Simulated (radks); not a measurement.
**Al: atomic calculation**

The neutral aluminium atom in the configuration [Ne] 3s2 3p1. Computed at this level: scalar-relativistic Kohn-Sham, exchange-only B88, spin-unpolarised, spherical densities, point nucleus (the in-house radial solver radks).

**Summary**

- outcome: converged
- total energy: −242.334082 hartree
- kinetic energy: 243.170623 hartree
- electron–nucleus energy: −580.257078 hartree
- Hartree energy: 112.819469 hartree
- exchange–correlation energy: −18.067096 hartree
- radius at density 0.001 e/bohr³: 4.57 bohr
- SCF iterations: 13
- hardware: 1 CPU thread, shared host

**Input**
```
Z 13
configuration [Ne] 3s2 3p1
relativity scalar-relativistic
functional b88,
spin unpolarised
nucleus point
c 137.035999084
```

Energies in input and log are in hartree, lengths in bohr.

The run was one of a batch that the task file lists, launched with:
```bash
python <driver script> task.json out
```

**Log**
```
1s      1   2.0000         -55.54386274
2s      1   2.0000          -3.93528727
2p      1   6.0000          -2.52575615
3s      1   2.0000          -0.25965685
3p      1   1.0000          -0.07723369
Etot -242.33408167018735
Ekin 243.17062331384915
Encl -580.2570784896818
Eh 112.81946941991998
Exc -18.067095914274674
err 2.2182953319366533e-09
it 13
```

**Orbitals**

| orbital | occupation | energy (eV) | ⟨r⟩ (bohr) | outer maximum (bohr) |
| --- | --- | --- | --- | --- |
| 1s | 2 | −1511.4 | 0.1202 | 0.0783 |
| 2s | 2 | −107.085 | 0.6268 | 0.496 |
| 2p | 6 | −68.729 | 0.6040 | 0.428 |
| 3s | 2 | −7.066 | 2.554 | 2.08 |
| 3p | 1 | −2.102 | 3.605 | 2.66 |

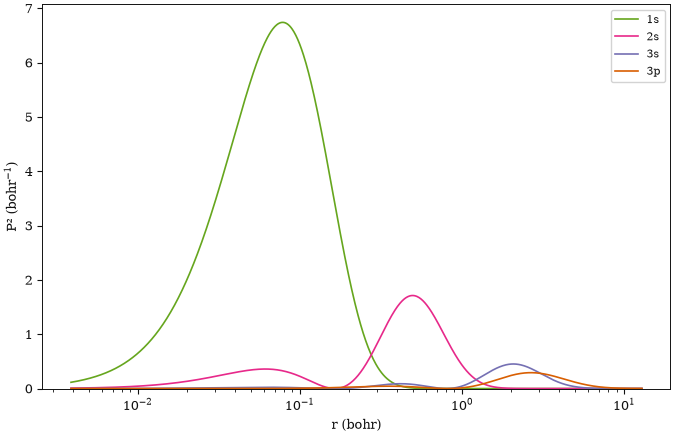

Figure 1. The radial probability densities P² of 3p, 3s, 2s and 1s. 1s: outer maximum at 0.0783 bohr, ⟨r⟩ = 0.120 bohr, 0 nodes, eigenvalue −1511 eV; 2s: outer maximum at 0.496 bohr, ⟨r⟩ = 0.627 bohr, 1 node, eigenvalue −107.1 eV; 3s: outer maximum at 2.08 bohr, ⟨r⟩ = 2.55 bohr, 2 nodes, eigenvalue −7.07 eV; 3p: outer maximum at 2.66 bohr, ⟨r⟩ = 3.60 bohr, 1 node, eigenvalue −2.10 eV.

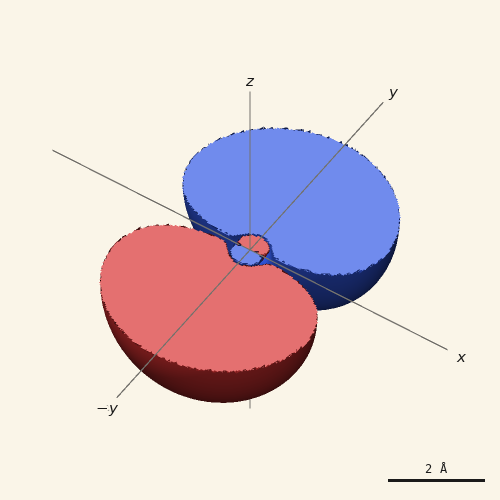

Figure 2. The 3p(y) orbital. The surface of constant |ψ| that holds about 90 % of the electron is drawn, blue where ψ is positive and red where it is negative, with the half in front of the xy plane cut away and the cut face painted. The radial function comes from the spherical calculation and is multiplied by a real spherical harmonic; the overall sign is chosen so that the largest lobe of P(r) is positive; at the scalar-relativistic level it is the large component. It has the nodal plane xz and 1 radial node, at r = 0.818 bohr. The outermost maximum of P² lies at 2.66 bohr, ⟨r⟩ = 3.60 bohr, 90 % of the charge lies within 5.85 bohr, and the eigenvalue is −2.10 eV, with 1 electron in the shell.

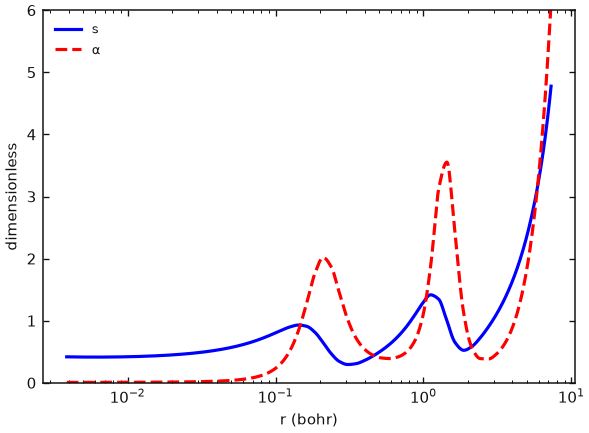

Figure 3. The reduced density gradient s and the kinetic indicator α = (τ − τW)/τunif, the ingredients of GGAs and meta-GGAs. s starts near 0.42 at the inner end, has maxima between the shells at r = 0.14 bohr (0.93) and 1.1 bohr (1.42), and grows in the tail, to 4.8 at 7.3 bohr. α peaks at r = 0.21 bohr (2.0) and 1.4 bohr (3.6), where shells overlap, and is small where one s orbital dominates. In the tail α rises again, to 6.1 at the end, as it does where the highest occupied level has l > 0.

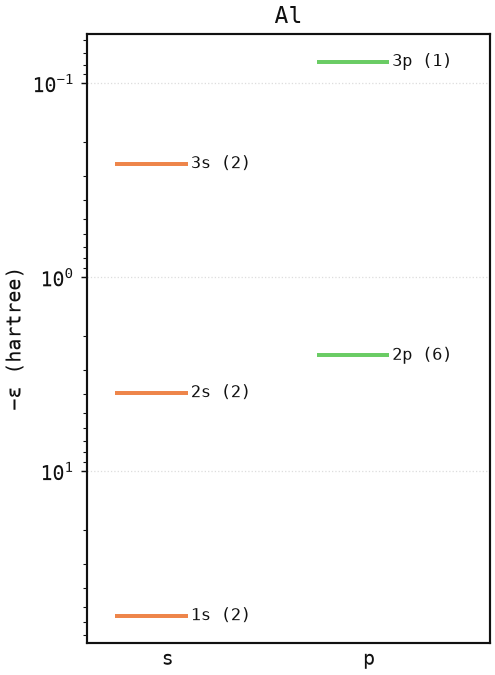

Figure 4. All occupied levels, on a logarithmic scale of binding energy, are drawn by angular momentum (occupations in brackets). The highest occupied level is 3p at −0.0772 hartree. The highest 3 occupied levels, from the top down, are 3p (−0.0772 hartree), 3s (−0.260 hartree), 2p (−2.53 hartree). The measured ionisation energy (NIST) is 5.99 eV; minus the highest level, 2.10 eV, lies 65 % below it, as is usual for a semilocal functional, whose potential decays too fast.
